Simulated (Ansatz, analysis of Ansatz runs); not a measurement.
# An added hole started on Fe in FeClO (Pmmn)

Question: does an added hole stay on the Fe atom where it is started in FeClO (Pmmn), and if so, how high is the barrier for a hop to another Fe site nearby? Model: a cell of 48 host atoms.

Calculated with Ansatz 0.2.0; plane-wave PAW DFT, PBEsol+U; relaxation of all atoms of a supercell at fixed charge in a uniform background; PAW set soft_1.

## Step 1: Starting point

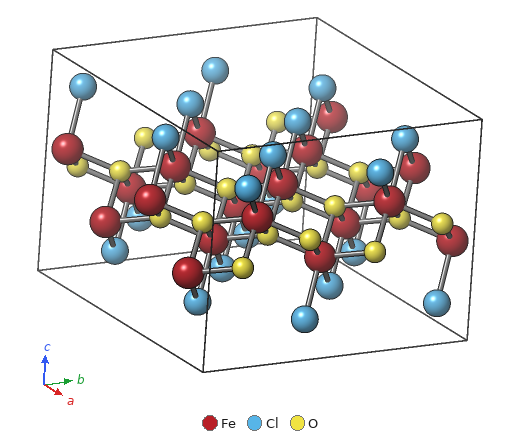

The starting structure, seen slightly off an axis (iron red, chlorine blue, oxygen yellow). Some periodic images of atoms are drawn too.

The cell holds 48 atoms: 16 Fe, 16 Cl and 16 O. Cell: a = 10.151 Å, b = 10.151 Å, c = 8.336 Å, α = 90.0°, β = 90.0°, γ = 80.5°. It derives from FeClO (space group Pmmn). Nearest the centre at fractional (0.250, 0.625, 1.000): O24 at 1.32 Å, O22 at 1.32 Å, Fe15 at 1.55 Å, Fe14 at 1.55 Å, O45 at 2.67 Å, O23 at 2.67 Å, Fe4 at 2.79 Å, Fe13 at 2.79 Å.

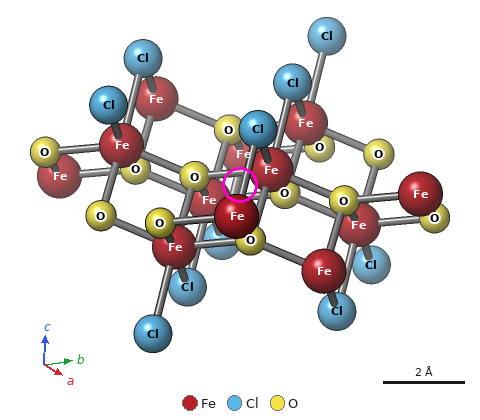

The atoms within 5 Å of the centre. A ring marks the centre wherever it is empty.

Hubbard terms: Fe d 4.5 eV. They were chosen, not fitted, to curb self-interaction in the shells named, the trial site's among them. The two sites are Fe14 and Fe15. The cell's shortest repeat is 8.3 Å. The host's moments were started ferromagnetic, high spin; both sites carry the same spin direction.

## Step 2: The cell without the carrier

The neutral cell is relaxed first, from small random displacements, so that bond lengths and moments with the carrier can be set beside those of a relaxed cell without it.

File neutral.relax/input.yaml:

```yaml
crystal:
  lattice:
    - [6.55625248, 7.74996705, 0.0]
    - [-6.55625248, 7.74996705, 0.0]
    - [0.0, 0.0, 8.33599915]
  atoms:
    - { symbol: Fe, position: [0.125, 0.375, 0.107249], spin: 5.0 }
    - { symbol: Fe, position: [0.375, 0.125, 0.107249], spin: 5.0 }
    - { symbol: Fe, position: [0.125, 0.125, 0.892751], spin: 5.0 }
    - { symbol: Fe, position: [0.375, 0.375, 0.892751], spin: 5.0 }
    - { symbol: Cl, position: [0.0, 0.0, 0.313801] }
    - { symbol: Cl, position: [0.25, 0.25, 0.313801] }
    - { symbol: Cl, position: [0.0, 0.25, 0.686199] }
    - { symbol: Cl, position: [0.25, 0.0, 0.686199] }
    - { symbol: O, position: [0.0, 0.0, 0.954496] }
    - { symbol: O, position: [0.25, 0.25, 0.954496] }
    - { symbol: O, position: [0.0, 0.25, 0.045504] }
    - { symbol: O, position: [0.25, 0.0, 0.045504] }
    - { symbol: Fe, position: [0.125, 0.875, 0.107249], spin: 5.0 }
    - { symbol: Fe, position: [0.375, 0.625, 0.107249], spin: 5.0 }
    - { symbol: Fe, position: [0.125, 0.625, 0.892751], spin: 5.0 }
    - { symbol: Fe, position: [0.375, 0.875, 0.892751], spin: 5.0 }
    - { symbol: Cl, position: [0.0, 0.5, 0.313801] }
    - { symbol: Cl, position: [0.25, 0.75, 0.313801] }
    - { symbol: Cl, position: [0.0, 0.75, 0.686199] }
    - { symbol: Cl, position: [0.25, 0.5, 0.686199] }
    - { symbol: O, position: [0.0, 0.5, 0.954496] }
    - { symbol: O, position: [0.25, 0.75, 0.954496] }
    - { symbol: O, position: [0.0, 0.75, 0.045504] }
    - { symbol: O, position: [0.25, 0.5, 0.045504] }
    - { symbol: Fe, position: [0.625, 0.375, 0.107249], spin: 5.0 }
    - { symbol: Fe, position: [0.875, 0.125, 0.107249], spin: 5.0 }
    - { symbol: Fe, position: [0.625, 0.125, 0.892751], spin: 5.0 }
    - { symbol: Fe, position: [0.875, 0.375, 0.892751], spin: 5.0 }
    - { symbol: Cl, position: [0.5, 0.0, 0.313801] }
    - { symbol: Cl, position: [0.75, 0.25, 0.313801] }
    - { symbol: Cl, position: [0.5, 0.25, 0.686199] }
    - { symbol: Cl, position: [0.75, 0.0, 0.686199] }
    - { symbol: O, position: [0.5, 0.0, 0.954496] }
    - { symbol: O, position: [0.75, 0.25, 0.954496] }
    - { symbol: O, position: [0.5, 0.25, 0.045504] }
    - { symbol: O, position: [0.75, 0.0, 0.045504] }
    - { symbol: Fe, position: [0.625, 0.875, 0.107249], spin: 5.0 }
    - { symbol: Fe, position: [0.875, 0.625, 0.107249], spin: 5.0 }
    - { symbol: Fe, position: [0.625, 0.625, 0.892751], spin: 5.0 }
    - { symbol: Fe, position: [0.875, 0.875, 0.892751], spin: 5.0 }
    - { symbol: Cl, position: [0.5, 0.5, 0.313801] }
    - { symbol: Cl, position: [0.75, 0.75, 0.313801] }
    - { symbol: Cl, position: [0.5, 0.75, 0.686199] }
    - { symbol: Cl, position: [0.75, 0.5, 0.686199] }
    - { symbol: O, position: [0.5, 0.5, 0.954496] }
    - { symbol: O, position: [0.75, 0.75, 0.954496] }
    - { symbol: O, position: [0.5, 0.75, 0.045504] }
    - { symbol: O, position: [0.75, 0.5, 0.045504] }
basis:
  ecutwfc: 420
  xc_grid: 2
hamiltonian:
  xc: pbesol
  hubbard:
    sites: [{ species: Fe, l: d, u_eff: 4.5 }]
    projectors: ortho-atomic
  pseudopotentials: { kind: paw, azcp: { folder: soft_1 }, xc_functional: pbe }
kpoints:
  mp_grid: { grid: [1, 1, 1] }
magnetization:
  spin_polarized: true
  initial_magnetization: 80
  spin_locking: { lock_magnetization: hard }
scf:
  occupations: { method: fermi_dirac, width: 0.01 }
  max_iter: 120
  lower_state_search: "off"
output:
  forces: true
relax:
  f_tol: 0.02
  max_steps: 70
  random_displacement: { amplitude: 0.04, seed: 90 }
checkpoint:
  write: "../neutral.relax.run"
  compress: false
  write_wavefunctions: true
  write_every: 100000
```

Started as:

```sh
ansatz run input.yaml --threads 32 --pin off --max-ram 84787MiB --backend cuda --events-out ev --progress --plain --runs-dir out --max-vram 78GiB
```

Numbers of over 12 decimals in the logs are rounded to 6 here.

The log of the run:

```text
[... repeated set-up lines and file paths are left out, and long positions are rounded to six places ...]
Engine: ansatz 0.2.0, aarch64-unknown-linux-gnu
Pseudopotentials: kind: paw
Pseudopotential: Fe, paw, valence charge 16, recommended cutoff 420 eV (normal), soft_1/Fe.paw.azcp
Pseudopotential: Cl, paw, valence charge 7, recommended cutoff 420 eV (normal), soft_1/Cl.paw.azcp
Pseudopotential: O, paw, valence charge 6, recommended cutoff 420 eV (normal), soft_1/O.paw.azcp
Functional definition: PBEsol
  exchange = pbesol_x
  correlation = pbesol_c
[...]
Crystal: 48 atoms, lattice volume = 847.117 Å³
Basis set: ecut = 420 eV, 16467 PW (Γ), exchange–correlation on 144×144×120 points (8 copies of the dense FFT grid, shifted against one another)
Bands: 327, of which v1, the nominal top of the filled ones, is band 232 counted from 1 (231 counted from 0)
Symmetry: 1 space group operations
k-points: 1
Non-local potential: Fe, projectors of the file, l = 0: 3, l = 1: 2, l = 2: 3, l = 3: 1
Non-local potential: Cl, projectors of the file, l = 0: 2, l = 1: 2, l = 2: 1
Non-local potential: O, projectors of the file, l = 0: 2, l = 1: 2, l = 2: 1
PAW form: soft (Blöchl's): semilocal exchange-correlation on the pseudo side does not see the compensation charge
PAW frozen core: Fe, regenerated for the run's functional, and the local potential with it (the file was generated under x = pbe(κ = 0.804, μ = 0.219515), c = pbe(β = 0.066725))
[...]
E_band       = -7972.187105
  E_kinetic    = 10184.419449
  E_local      = -95247.457561  (includes V_loc(G=0)·N_el)
  E_nonlocal   = 6000.034214
  E_hartree    = 41267.870613
  E_xc         = -4532.752416
  E_vxc        = -5497.142680  (∫ρ·V_xc dr)
  E_hubbard    = 24.142354  (on-site DFT+U / exact-exchange correction)
  E_vhub       = -162.716425  (the Hubbard potential's part of the band-sum identity)
  E_paw        = -34327.063236  (= ΣΔE_a)
  E_vpaw       = -5785.078033  (= ΣTr[D̂ρ^β])
  E_aug_tail   = -0.003163  (compensation charges beyond the density's cutoff)
  E_ewald      = -20477.368819
  E_core_change = 4.686754  (= ΣΔE_core)
  E_smearing   = -0.000000  (= −TS)
  E_closure    = -0.000000  (closes the sum)
  Σ components = -97103.491811   (vs F -97103.491811, Δ=0.00e0)
--- Forces (eV/Å), atoms counted from 1 ---
  atom   1  Fe    -0.00671942     0.00039351     0.01184752
  atom   2  Fe    -0.01021174     0.00384553     0.00707098
  [... 1 atom left out ...]
  atom   4  Fe    -0.00389180    -0.00082102    -0.00792739
  [... 2 atoms left out ...]
  [... 42 more lines of this table ...]
  max |Σ_I F_I| component: 2.33e-4 eV/Å
--- Band table (eV) ---
  k-point 0 ↑: bands = ["-86.4324", "-86.4321", "-86.4317", "-86.4313", "-86.4312", "-86.4309", "-86.4308", "-86.4302", "-86.4299", [... rest cut ...]
  k-point 0 ↓: bands = ["-81.5322", "-81.5316", "-81.5311", "-81.5307", "-81.5305", "-81.5303", "-81.5301", "-81.5297", "-81.5293", [... rest cut ...]
Occupation matrices written to <dir>
--- Relaxed structure (4 steps of the walk, 4 accepted, 0 SCFs on fresh bases) ---
  F+E_penalty+E_count = -97103.49181122 eV   max|allowed force component| = 1.967e-2 eV/Å
  atoms:
    - { symbol: Fe, position: [0.125043, 0.375173, 0.107676] }
    - { symbol: Fe, position: [0.375001, 0.125029, 0.107769] }
    [... 1 atom left out ...]
    - { symbol: Fe, position: [0.375010, 0.375133, 0.892774] }
    [... 2 atoms left out ...]
  [... 42 more lines of this table ...]
[key lines of the parts left out:]
SCF converged after 5 iterations
Magnetization: 80.0000 μB (272.0000 up, 192.0000 down)
Free energy (F): -97103.491811 eV
Fermi energy:    5.465860 (↑ 7.057605, ↓ 5.120778) eV
```

It took 4.8 s on 1 × NVIDIA GB200 with 32 threads of Arm Neoverse V2, shared host; peak memory 1.2 GiB; 14 s of CPU time.

The largest displacement from an ideal site is 0.009 Å.

## Step 3: The hole on the first site

The nearest neighbour or neighbours of the site start displaced and the site's starting moment is changed by the carrier's spin, since a carrier doesn't trap itself in the undistorted lattice.

File A.relax/input.yaml:

```yaml
crystal:
  lattice:
    - [6.55625248, 7.74996705, 0.0]
    - [-6.55625248, 7.74996705, 0.0]
    - [0.0, 0.0, 8.33599915]
  atoms:
    - { symbol: Fe, position: [0.125043, 0.375173, 0.107676], spin: 5.0 }
    - { symbol: Fe, position: [0.375001, 0.125029, 0.107769], spin: 5.0 }
    - { symbol: Fe, position: [0.125036, 0.125262, 0.892507], spin: 5.0 }
    - { symbol: Fe, position: [0.37501, 0.375133, 0.892774], spin: 5.0 }
    - { symbol: Cl, position: [-3.0e-06, 0.000136, 0.314142] }
    - { symbol: Cl, position: [0.249859, 0.25017, 0.314449] }
    - { symbol: Cl, position: [0.00046, 0.250769, 0.68589] }
    - { symbol: Cl, position: [0.250004, 0.000368, 0.685721] }
    - { symbol: O, position: [-0.000134, 0.000365, 0.95467] }
    - { symbol: O, position: [0.249993, 0.25023, 0.955108] }
    - { symbol: O, position: [-7.1e-05, 0.250289, 0.045407] }
    - { symbol: O, position: [0.24988, 0.0002, 0.045128] }
    - { symbol: Fe, position: [0.124986, 0.875174, 0.107353], spin: 5.0 }
    - { symbol: Fe, position: [0.375085, 0.625291, 0.107404], spin: 4.0 }
    - { symbol: Fe, position: [0.124986, 0.625113, 0.892526], spin: 5.0 }
    - { symbol: Fe, position: [0.374955, 0.875227, 0.892366], spin: 5.0 }
    - { symbol: Cl, position: [-0.000279, 0.500311, 0.314131] }
    - { symbol: Cl, position: [0.255279, 0.745203, 0.305537] }
    - { symbol: Cl, position: [0.000233, 0.75052, 0.685816] }
    - { symbol: Cl, position: [0.249539, 0.49972, 0.685969] }
    - { symbol: O, position: [-6.0e-05, 0.500258, 0.95482] }
    - { symbol: O, position: [0.256037, 0.744151, 0.962122] }
    - { symbol: O, position: [-8.3e-05, 0.750276, 0.045262] }
    - { symbol: O, position: [0.256182, 0.506542, 0.048539] }
    - { symbol: Fe, position: [0.62508, 0.375211, 0.107741], spin: 5.0 }
    - { symbol: Fe, position: [0.875036, 0.125158, 0.107519], spin: 5.0 }
    - { symbol: Fe, position: [0.624978, 0.125242, 0.892859], spin: 5.0 }
    - { symbol: Fe, position: [0.875048, 0.375174, 0.892612], spin: 5.0 }
    - { symbol: Cl, position: [0.499691, -9.0e-05, 0.314335] }
    - { symbol: Cl, position: [0.750109, 0.250289, 0.314402] }
    - { symbol: Cl, position: [0.499903, 0.250121, 0.686144] }
    - { symbol: Cl, position: [0.749701, 8.9e-05, 0.686058] }
    - { symbol: O, position: [0.49985, 0.000272, 0.954802] }
    - { symbol: O, position: [0.749983, 0.250194, 0.954883] }
    - { symbol: O, position: [0.499993, 0.250205, 0.045715] }
    - { symbol: O, position: [0.749963, 0.000177, 0.045499] }
    - { symbol: Fe, position: [0.624979, 0.87513, 0.1074], spin: 5.0 }
    - { symbol: Fe, position: [0.874949, 0.625167, 0.107407], spin: 5.0 }
    - { symbol: Fe, position: [0.625002, 0.625062, 0.89237], spin: 5.0 }
    - { symbol: Fe, position: [0.874993, 0.875175, 0.892524], spin: 5.0 }
    - { symbol: Cl, position: [0.494947, 0.505913, 0.305612] }
    - { symbol: Cl, position: [0.750101, 0.750423, 0.314058] }
    - { symbol: Cl, position: [0.499625, 0.749989, 0.685653] }
    - { symbol: Cl, position: [0.749969, 0.500263, 0.685724] }
    - { symbol: O, position: [0.493917, 0.506224, 0.962272] }
    - { symbol: O, position: [0.749924, 0.75018, 0.954541] }
    - { symbol: O, position: [0.493729, 0.743976, 0.04826] }
    - { symbol: O, position: [0.749912, 0.500204, 0.045145] }
total_charge: 1
basis:
  ecutwfc: 420
  xc_grid: 2
hamiltonian:
  xc: pbesol
  hubbard:
    sites: [{ species: Fe, l: d, u_eff: 4.5 }]
    projectors: ortho-atomic
  pseudopotentials: { kind: paw, azcp: { folder: soft_1 }, xc_functional: pbe }
kpoints:
  mp_grid: { grid: [1, 1, 1] }
magnetization:
  spin_polarized: true
  initial_magnetization: 79
  spin_locking: { lock_magnetization: hard }
scf:
  occupations: { method: fermi_dirac, width: 0.01 }
  max_iter: 120
  lower_state_search: "off"
output:
  forces: true
relax:
  f_tol: 0.015
  max_steps: 70
  escape_saddle: false
checkpoint:
  write: "../A.relax.run"
  compress: false
  write_wavefunctions: true
  write_every: 100000
```

The log of the run:

```text
[...]
Crystal: 48 atoms, lattice volume = 847.117 Å³
Basis set: ecut = 420 eV, 16467 PW (Γ), exchange–correlation on 144×144×120 points (8 copies of the dense FFT grid, shifted against one another)
Bands: 326, of which v1, the nominal top of the filled ones, is band 232 counted from 1 (231 counted from 0)
[... 1 set-up line as in the run before ...]
[...]
k-points: 1
[...]
Starting moments: Σ|m| = 79 μB on 16 of 48 sites
[...]
SCF iter   1: F=—  HF=-97099.142120 eV  |Δ(HF+E_count)|=         —  Δρ=5.37e-2 (↑2.95e-2 ↓5.37e-2)  dr2=3.33e1  dr2_m=9.50e0  M=79.000 μB ∫|m|=79.058 μB  Hψ=2485
[...]
SCF iter   2: F=—  HF=-97101.619584 eV  |Δ(HF+E_count)|=    2.48e0  Δρ=2.54e-2 (↑2.54e-2 ↓2.28e-2)  dr2=5.79e0  dr2_m=2.81e0  M=79.000 μB ∫|m|=79.040 μB  Hψ=1222
[...]
SCF iter  14: F=-97107.837026 eV  HF=-97107.837027 eV  |Δ(HF+E_count)|=   2.91e-6  Δρ=1.10e-5 (↑5.25e-6 ↓1.10e-5)  dr2=1.89e-6  dr2_m=1.88e-7  M=79.000 μB ∫|m|=79.022 μB  Hψ=1676
SCF 1 converged in 14 iterations: F = -97107.837026 eV  dr2 = 1.89e-6
[...]
relax step   1: F+E_penalty+E_count = -97107.83702571 eV  Δ(F+E_penalty+E_count) = +0.000e0 eV  max|allowed force component| = 1.302e0 eV/Å  Δτ_max = 0.0000 Å  (14 SCF iters, dr2 threshold 5.63e-6 eV, accepted)
[...]
relax step   2: F+E_penalty+E_count = -97108.08475580 eV  Δ(F+E_penalty+E_count) = -2.477e-1 eV  max|allowed force component| = 6.527e-1 eV/Å  Δτ_max = 0.0630 Å  (6 SCF iters, dr2 threshold 1.00e-4 eV, accepted)
relax step   3: F+E_penalty+E_count = -97107.49915592 eV  Δ(F+E_penalty+E_count) = +5.856e-1 eV  max|allowed force component| = 1.073e0 eV/Å  Δτ_max = 0.1463 Å  (9 SCF iters, dr2 threshold 2.66e-5 eV, rejected (line search))
relax step   4: F+E_penalty+E_count = -97108.16293450 eV  Δ(F+E_penalty+E_count) = -7.818e-2 eV  max|allowed force component| = 2.179e-1 eV/Å  Δτ_max = 0.0434 Å  (12 SCF iters, accepted)
relax step   5: F+E_penalty+E_count = -97108.17841363 eV  Δ(F+E_penalty+E_count) = -1.548e-2 eV  max|allowed force component| = 4.572e-2 eV/Å  Δτ_max = 0.0474 Å  (8 SCF iters, dr2 threshold 5.29e-6 eV, accepted)
relax step   6: F+E_penalty+E_count = -97108.16091476 eV  Δ(F+E_penalty+E_count) = +1.750e-2 eV  max|allowed force component| = 2.101e-1 eV/Å  Δτ_max = 0.0171 Å  (10 SCF iters, rejected (line search))
relax step   7: F+E_penalty+E_count = -97108.18081789 eV  Δ(F+E_penalty+E_count) = -2.404e-3 eV  max|allowed force component| = 1.615e-2 eV/Å  Δτ_max = 0.0083 Å  (9 SCF iters, accepted)
[...]
SCF iter   4: F=—  HF=-97108.174684 eV  |Δ(HF+E_count)|=   5.74e-4  Δρ=2.82e-5 (↑2.06e-5 ↓2.82e-5)  dr2=1.39e-5  dr2_m=1.56e-6  M=79.000 μB ∫|m|=79.008 μB  Hψ=1017
[...]
SCF iter   8: F=-97108.181318 eV  HF=-97108.181318 eV  |Δ(HF+E_count)|=   4.46e-8  Δρ=1.54e-6 (↑1.25e-6 ↓1.54e-6)  dr2=3.53e-8  dr2_m=7.27e-9  M=79.000 μB ∫|m|=79.008 μB  Hψ=1698
SCF 8 converged in 8 iterations: F = -97108.181318 eV  dr2 = 3.53e-8
[...]
relax step   8: F+E_penalty+E_count = -97108.18131813 eV  Δ(F+E_penalty+E_count) = -5.002e-4 eV  max|allowed force component| = 1.238e-2 eV/Å  Δτ_max = 0.0059 Å  (8 SCF iters, accepted)
[...]
NSCF: frozen V_eff on 1 k-points
[...]
SCF converged after 8 iterations
Stability checked in part: among states of this total moment the steps that led to this state did not find it unstable. No probe was made; neither looks for a lower state of another moment (fixed_total_moment; see scf.lower_state_search)
Magnetization: 79.0000 μB (271.0000 up, 192.0000 down)
Absolute magnetization: 79.0080 μB (∫|ρ↑−ρ↓|, with the PAW one-centre terms)
[...]
Per-site moments (μB) at R_I (Å): [(3.858197, 0.826608), (3.858404, 0.826717), (3.900603, 0.830290), [... 7 left out ...]
Free energy (F): -97108.181318 eV
[...]
Internal energy: -97108.179715 eV  (E = F + TS)
E sigma→0 (E₀):  -97108.180517 eV
Entropy (-TS):   -0.001603 eV (-0.033 meV/atom)
Fermi energy:    4.614699 (↑ 4.614699, ↓ 5.014515) eV
[...]
--- Forces (eV/Å), atoms counted from 1 ---
  atom   1  Fe    -0.00004817     0.00162024    -0.00285192
  atom   2  Fe    -0.00007763     0.00049052    -0.00332129
  [... 1 atom left out ...]
  atom   4  Fe    -0.00196592     0.00062187    -0.00698036
  [... 2 atoms left out ...]
  [... 42 more lines of this table ...]
  max |Σ_I F_I| component: 5.36e-5 eV/Å
--- Band table (eV) ---
[...]
Occupation matrices written to <dir>
--- Relaxed structure (8 steps of the walk, 6 accepted, 0 SCFs on fresh bases) ---
  F+E_penalty+E_count = -97108.18131813 eV   max|allowed force component| = 1.238e-2 eV/Å
  atoms:
    - { symbol: Fe, position: [0.125024, 0.375280, 0.107705] }
    - { symbol: Fe, position: [0.374961, 0.125219, 0.107686] }
    [... 1 atom left out ...]
    - { symbol: Fe, position: [0.375016, 0.375201, 0.891062] }
    [... 2 atoms left out ...]
  [... 42 more lines of this table ...]
```

Run time: 12 s. Hardware: 1 × NVIDIA GB200 with 32 threads; peak memory 1.2 GiB.

Relaxation path:

```csv
step,energy less that of the first step (eV),largest force component (eV/Å)
1,0.0000,1.3024
2,-0.2477,0.6527
3,0.3379,1.0734
4,-0.3259,0.2179
5,-0.3414,0.0457
6,-0.3239,0.2101
7,-0.3438,0.0161
8,-0.3443,0.0124
```

Relaxation steps 3, 6 were tried and not accepted.

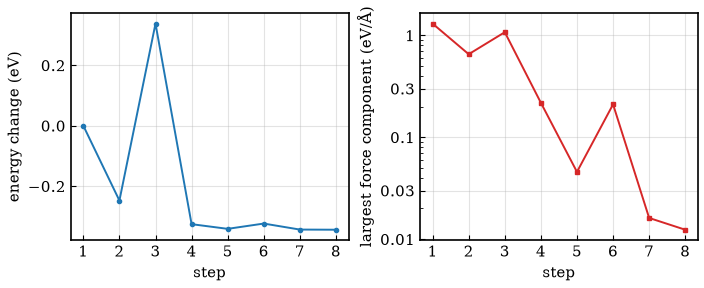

Energy and largest force along the relaxation.

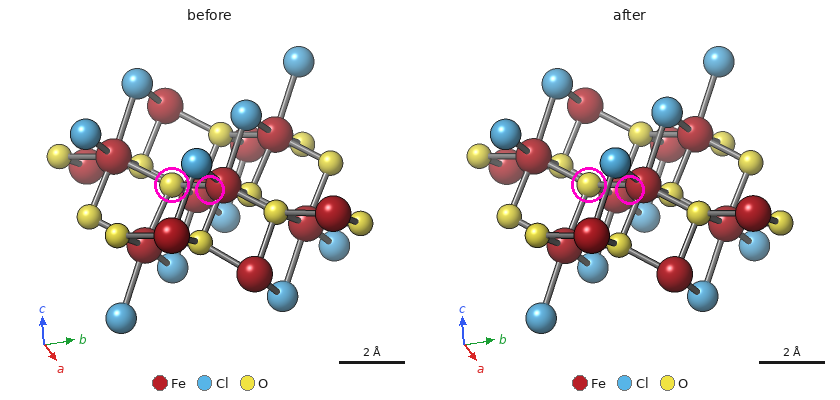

Before and after: the atoms that start within 5 Å of the centre. O24, which moves most, is ringed if it is among them. A ring with no atom in it marks the empty centre.

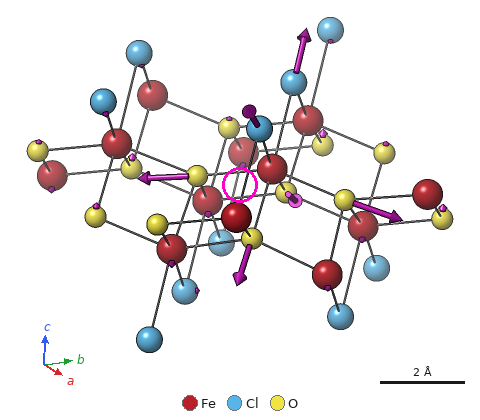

Displacements in the relaxation near the centre, exaggerated; the longest in the cell stands for 0.10 Å. A ring marks the centre wherever it is empty.

The atoms that moved most (Å):

```csv
atom,dx,dy,dz,length
O24,0.001,-0.096,-0.021,0.099
O47,0.000,0.096,-0.019,0.098
O45,0.080,0.000,-0.050,0.094
O22,-0.081,0.000,-0.048,0.094
Cl41,0.070,-0.005,0.062,0.093
Cl18,-0.068,-0.002,0.062,0.092
O9,0.001,0.000,0.017,0.017
O46,0.000,0.000,0.017,0.017
```

The moves above count from the input, in which the site's nearest neighbours were already displaced; the distances below compare with the cell without the carrier.

Distances from Fe14 without and with the hole:

```csv
atom,without (Å),with (Å)
O24,2.01,2.00
O47,2.00,2.00
O22,2.08,2.07
O45,2.07,2.07
Cl41,2.38,2.37
Cl18,2.38,2.37
```

The largest changes of the moments are -0.06 μB on O24, -0.06 μB on O47 and -0.06 μB on O36. The carrier did not stay on the chosen site.

## Step 4: Results

```
carrier trapped on the chosen site     : no
size of the moment change on that site : 0.03 μB
```

In words: With PBEsol+U (4.5 eV) (Fe d 4.5 eV) the hole does not stay on the chosen Fe atom: it is spread over more than 30 atoms in effect, so no hop between such sites was computed. The magnetic order was assumed and need not be the ground state; parallel spins on neighbours help a carrier to spread. The search for lower electronic states was switched off. Another U, a hybrid or another start may give another answer. Keep in mind: sampling at the zone centre alone can move energies of charged and open-shell states by tenths of an eV or more in cells of this size; the images are only 8.3 Å apart; gap and trapping depend on the U chosen (Fe d 4.5 eV).

[Logs are printed without paths, hosts, clocks, repeated set-up lines and the standing remarks that a program may print on its own settings, such as how far it seeks lower states.]

[Hosts, paths, dates, database ids (printed as entryN), source tags and the programs' standing remarks are cut or masked in the printed files.]
